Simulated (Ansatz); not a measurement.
# BGaH4O: single points off equilibrium

Aim: energy, forces and dipole at a structure displaced at random from a GFN2-xTB minimum, from CCSD(T) and from density functionals.

Computed with Ansatz 0.2.0, Gaussian basis. Level: single points in def2-TZVPP.

Cores are frozen in the correlated methods. Filled d shells of the heavier atoms are correlated.

### Step 1. Starting geometry

SMILES `[BH2][GaH][OH]`, 7 atoms, charge 0, spin multiplicity 1.

Atoms are counted from 1 here; the program's logs count them from 0.

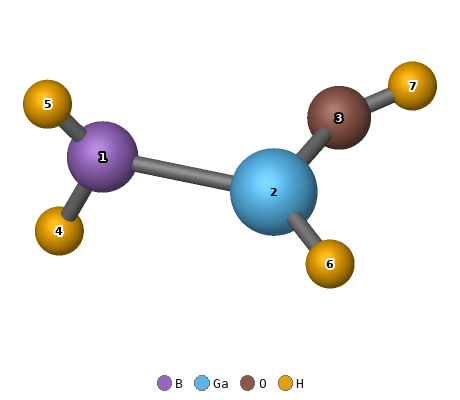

Start geometry, drawn with boron purple, gallium blue, oxygen brown, hydrogen amber; atoms are numbered from 1 in the order of the file.

Geometry (Å):

```mol
BGaH4O
  3D, bonds by distance, orders not assigned

  7  6  0  0  0  0  0  0  0  0999 V2000
   -1.4474    0.0838    0.0235 B   0  0
    0.7288    0.1430    0.5562 Ga  0  0
    1.3572   -0.1461   -0.9815 O   0  0
   -2.0404   -1.1322    0.1690 H   0  0
   -2.0842    0.9338   -0.0425 H   0  0
    1.5523    0.1763    1.7488 H   0  0
    2.2142   -0.0809   -1.4946 H   0  0
  1  2  8  0
  1  4  8  0
  1  5  8  0
  2  3  8  0
  2  6  8  0
  3  7  8  0
M  END
```

### Step 2. CCSD(T)/def2-TZVPP

run/in.yaml

```yaml
crystal:
  periodic: [false, false, false]
  atoms:
    - {symbol: B, position_ang: [-1.447400, 0.083800, 0.023500]}
    - {symbol: Ga, position_ang: [0.728800, 0.143000, 0.556200]}
    - {symbol: O, position_ang: [1.357200, -0.146100, -0.981500]}
    - {symbol: H, position_ang: [-2.040400, -1.132200, 0.169000]}
    - {symbol: H, position_ang: [-2.084200, 0.933800, -0.042500]}
    - {symbol: H, position_ang: [1.552300, 0.176300, 1.748800]}
    - {symbol: H, position_ang: [2.214200, -0.080900, -1.494600]}
basis:
  gaussian: {orbitals: def2-TZVPP}
correlation: {method: ccsd_t}
output: {forces: true}
```

No record of the launch command was kept for these runs.

### Step 3. PBE0-D4/def2-TZVPP

run/in.yaml, as its differences from that of step 2:

```diff
@@ -12,3 +12,3 @@
   gaussian: {orbitals: def2-TZVPP}
-correlation: {method: ccsd_t}
-output: {forces: true}
+hamiltonian: {xc: pbe0, dispersion: d4}
+output: {forces: true, orbitals: {seedname: orbitals}}
```

### Step 4. wB97M-V/def2-TZVPP

run/in.yaml, as its differences from that of step 3:

```diff
@@ -12,3 +12,3 @@
   gaussian: {orbitals: def2-TZVPP}
-hamiltonian: {xc: pbe0, dispersion: d4}
-output: {forces: true, orbitals: {seedname: orbitals}}
+hamiltonian: {xc: {name: wB97M-V}}
+output: {forces: true}
```

### Step 5. r2SCAN-D4/def2-TZVPP

run/in.yaml, as its differences from that of step 4:

```diff
@@ -12,3 +12,3 @@
   gaussian: {orbitals: def2-TZVPP}
-hamiltonian: {xc: {name: wB97M-V}}
+hamiltonian: {xc: r2scan, dispersion: d4}
 output: {forces: true}
```

### Step 6. PBE-D4/def2-TZVPP

run/in.yaml, as its differences from that of step 5:

```diff
@@ -12,3 +12,3 @@
   gaussian: {orbitals: def2-TZVPP}
-hamiltonian: {xc: r2scan, dispersion: d4}
+hamiltonian: {xc: pbe, dispersion: d4}
 output: {forces: true}
```

### Step 7. BHLYP-D4/def2-TZVPP

run/in.yaml, as its differences from that of step 6:

```diff
@@ -12,3 +12,3 @@
   gaussian: {orbitals: def2-TZVPP}
-hamiltonian: {xc: pbe, dispersion: d4}
+hamiltonian: {xc: {name: BHLYP}, dispersion: d4}
 output: {forces: true}
```

### Step 8. CAM-B3LYP-D4/def2-TZVPP

run/in.yaml, as its differences from that of step 7:

```diff
@@ -12,3 +12,3 @@
   gaussian: {orbitals: def2-TZVPP}
-hamiltonian: {xc: {name: BHLYP}, dispersion: d4}
+hamiltonian: {xc: {name: CAM-B3LYP}, dispersion: d4}
 output: {forces: true}
```

(Steps that only read results are left out.)

Q: Predict the outcome of this session. Wanted: energy less free atoms, CCSD(T)/def2-TZVPP; RMS force component; RMS force error; HOMO and LUMO, PBE0-D4; T1 diagnostic.

**Answer**, as computed:

```
                                  quantity                                                                                                 value
energy less free atoms, CCSD(T)/def2-TZVPP                                                                                       -461.8 kcal/mol
                       RMS force component                                                                  2.346 to 2.425 eV/Å over the methods
                           RMS force error  PBE0-D4 0.049, wB97M-V 0.065, r2SCAN-D4 0.070, PBE-D4 0.184, BHLYP-D4 0.194, CAM-B3LYP-D4 0.067 eV/Å
                    HOMO and LUMO, PBE0-D4                                                                                    -6.96 and -2.01 eV
                             T1 diagnostic                                                                                                 0.014
```

In words: Against CCSD(T) the functionals' energies less atoms differ by -12.4 to +5.6 kcal/mol, PBE-D4 by -11.0 kcal/mol. A larger basis would deepen the CCSD(T) value, while the functionals are nearly converged already, so the order here is not reliable. For forces PBE0-D4 does best and BHLYP-D4 worst. Frozen-core CCSD(T) forces in triple zeta carry basis errors of their own, and this is one geometry, so small gaps rank nothing.
